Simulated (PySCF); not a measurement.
# One shape, several levels: triplet SiPH5O2

Aim: a comparison of 6 runs (U-r2SCAN/6-31G*, U-wB97M-V/6-31G*, UB3LYP/6-31G*, UPBE0/6-31G*, UTPSS/6-31G*, USCS-MP2/6-31G*) of triplet SiPH5O2. 

The calculation is run with PySCF 2.14.0.

2 further runs of the same task are left out: 2 set aside as unsound or not needed. Runs told in other sessions of the task aren't counted.

## Step 1: The system as given

SiPH5O2 has 9 atoms, charge 0, and is taken as a triplet. As SMILES of the parent species, `O[SiH2]OP`. The shape is that of a PBE0-D4/def2-TZVP optimisation. This is one conformer, not always the lowest. That shape belongs to the parent species and isn't relaxed for this state.

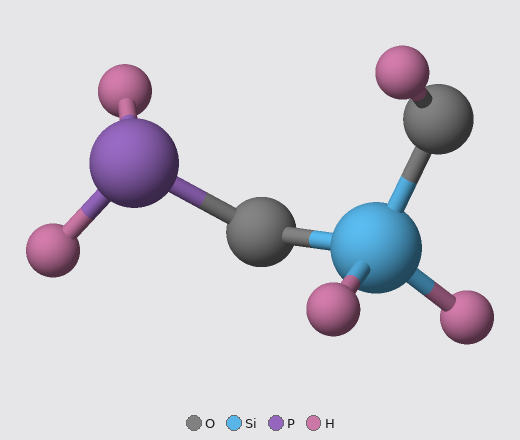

The structure, seen from a chosen angle (oxygen grey, silicon blue, phosphorus purple, hydrogen pink).

## Step 2: A single-point energy at U-r2SCAN/6-31G(d) (spherical functions) (run 1)

Input file geometry.xyz:

```xyz
9

O     -0.307900     1.144300    -1.642900
Si     0.817700     0.562000    -0.606400
O      0.302400    -0.778100     0.201800
P     -0.942200    -0.834900     1.277600
H     -0.998700     1.706900    -1.290600
H      1.170600     1.605300     0.391300
H      1.964500     0.123500    -1.421100
H     -0.305900    -1.590900     2.302600
H     -1.612000    -1.984300     0.770600
```

Input file run.py:

```python
from pyscf import gto, dft

mol = gto.M(
    atom='geometry.xyz',
    spin=2,
    basis='6-31g*',
    max_memory=1860,
    verbose=3,
)

myscf = dft.UKS(mol)
myscf.xc = 'r2scan'
myscf.conv_tol = 1e-10
myscf.grids.level = 5
myscf.kernel()
if not myscf.converged:
    myscf = myscf.newton().run(myscf.mo_coeff, myscf.mo_occ)

energy = myscf.e_tot
print(f'total energy: {energy:.8f} hartree')
```

Launch:

```console
OMP_NUM_THREADS=1 python run.py
```

Output:

```text
WARN: HOMO -0.0750589839226845 >= LUMO -0.280484347377484

WARN: HOMO -0.045024326958242 >= LUMO -0.089175913245588

WARN: HOMO -0.0481877590623649 >= LUMO -0.175432852730087

WARN: HOMO -0.0914789332457717 >= LUMO -0.217031612504998

WARN: HOMO -0.0758009825924519 >= LUMO -0.197755674957859

WARN: HOMO -0.0760615647755465 >= LUMO -0.196526956043094

WARN: HOMO -0.0753351158828517 >= LUMO -0.194923011429872

WARN: HOMO -0.0752319811568705 >= LUMO -0.194286580809103

WARN: HOMO -0.0754701468226289 >= LUMO -0.194418196470385

WARN: HOMO -0.0754443274460534 >= LUMO -0.194370020310712

WARN: HOMO -0.0754613730706137 >= LUMO -0.194392502186613

WARN: HOMO -0.0754523062015129 >= LUMO -0.194382678119944

WARN: HOMO -0.0754546891514396 >= LUMO -0.194387967576143

WARN: HOMO -0.0754548504184234 >= LUMO -0.194388385500783

WARN: HOMO -0.0754542750579099 >= LUMO -0.19438771802166

converged SCF energy = -784.025905251404  <S^2> = 2.0051594  2S+1 = 3.0034376
total energy: -784.02590525 hartree
```

Run time: 82 s. Hardware: 1 thread of Arm Neoverse V1, shared host; peak memory 0.46 GiB.

## Step 3: A single-point energy at U-wB97M-V/6-31G(d) (spherical functions) (run 2)

Input file run.py:

```python
from pyscf import gto, dft

mol = gto.M(
    atom=[
    ('O', (-0.307900, 1.144300, -1.642900)),
    ('Si', (0.817700, 0.562000, -0.606400)),
    ('O', (0.302400, -0.778100, 0.201800)),
    ('P', (-0.942200, -0.834900, 1.277600)),
    ('H', (-0.998700, 1.706900, -1.290600)),
    ('H', (1.170600, 1.605300, 0.391300)),
    ('H', (1.964500, 0.123500, -1.421100)),
    ('H', (-0.305900, -1.590900, 2.302600)),
    ('H', (-1.612000, -1.984300, 0.770600)),
],
    max_memory=1860,
    charge=0,
    spin=2,
    basis='6-31g*',
    verbose=3,
)

mf = dft.UKS(mol, xc='wb97m-v')
mf.grids.level = 5
mf.conv_tol = 1e-10
mf.nlcgrids.level = 1
mf.kernel()
if not mf.converged:
    mf = mf.newton().run(mf.mo_coeff, mf.mo_occ)

etot = mf.e_tot
print('E = %.10f Eh' % etot)
```

Launch:

```console
OMP_NUM_THREADS=1 python run.py
```

Output:

```text
WARN: HOMO -0.025627824089363 >= LUMO -0.281436409092826

converged SCF energy = -784.050068427629  <S^2> = 2.0026171  2S+1 = 3.0017443
E = -784.0500684276 Eh
```

It took 3.5 min on 1 thread of Arm Neoverse V1, shared host; peak memory 0.46 GiB.

Runs 3 to 5 aren't shown in full; the table further down has their settings and results.

## Step 4: A single-point energy at USCS-MP2/6-31G(d) (spherical functions) (run 6)

Input file start.xyz:

```xyz
9

O     -0.307900     1.144300    -1.642900
Si     0.817700     0.562000    -0.606400
O      0.302400    -0.778100     0.201800
P     -0.942200    -0.834900     1.277600
H     -0.998700     1.706900    -1.290600
H      1.170600     1.605300     0.391300
H      1.964500     0.123500    -1.421100
H     -0.305900    -1.590900     2.302600
H     -1.612000    -1.984300     0.770600
```

Input file run.py:

```python
from pyscf import gto, scf, mp

mol = gto.M(
    atom='start.xyz',
    charge=0,
    max_memory=1860,
    basis='6-31g*',
    verbose=3,
    spin=2,
)

calc0 = scf.UHF(mol)
calc0.conv_tol = 1e-10
calc0.kernel()
if not calc0.converged:
    calc0 = calc0.newton().run(calc0.mo_coeff, calc0.mo_occ)

pt = mp.MP2(calc0, frozen=12).run()
e_tot = calc0.e_tot + 1.2 * pt.e_corr_os + pt.e_corr_ss / 3
print('Final energy', e_tot)
```

Launch:

```console
OMP_NUM_THREADS=1 python run.py
```

Output:

```text
WARN: HOMO 0.0227706041292084 >= LUMO -0.266737248815255

converged SCF energy = -782.175856540823  <S^2> = 2.0103681  2S+1 = 3.0069041
E(UMP2) = -782.700591123304  E_corr = -0.524734582481138
E(SCS-UMP2) = -782.687726438626  E_corr = -0.511869897803198
Final energy -782.6877264386262
```

Run time: 3.3 s. Hardware: 1 thread of Arm Neoverse V1, shared host; peak memory 0.17 GiB.

## Step 5: Overview of the runs

```tsv
run	level	nlc grid	integration grid	energy (Eh)	dipole moment (D) of the reference	HOMO energy (eV)	⟨S²⟩	wall time
1	U-r2SCAN/6-31G* (spherical functions)	–	5	-784.025905	1.48	-2.05	2.005	82 s
2	U-wB97M-V/6-31G* (spherical functions)	1	5	-784.050068	1.55	-4.57	2.003	3.5 min
3	UB3LYP/6-31G* (spherical functions)	–	5	-784.186433	1.47	-2.49	2.003	46 s
4	UPBE0/6-31G* (spherical functions)	–	5	-783.735312	1.51	-2.82	2.004	45 s
5	UTPSS/6-31G* (spherical functions)	–	5	-784.218747	1.39	-1.91	2.003	85 s
6	USCS-MP2/6-31G* (spherical functions)	–	–	-782.687726	2.10	-5.28	2.010	3.3 s
```

## Step 6: Outcome

| quantity | value |
| --- | --- |
| run 6: total energy | -782.68773 Eh |
| run 6: dipole moment (Hartree–Fock density) | 2.10 D |
| run 6: HOMO energy (Hartree–Fock orbitals) (highest over α and β) | -5.28 eV |
| run 6: LUMO energy (Hartree–Fock orbitals) (lowest over α and β) | -0.36 eV |
| run 6: correlation energy (12 core orbitals frozen) | -511.9 mEh |
| run 6: ⟨S²⟩ of the reference determinant | 2.010 |

What this shows: Over runs 1, 2, 3, 4, 5 the dipole moment (its size) runs from 1.39 D (UTPSS/6-31G*) to 1.55 D (U-wB97M-V/6-31G*). Totals of different functionals can't be ranked against each other. All runs together took 7.9 min, the longest 3.5 min.
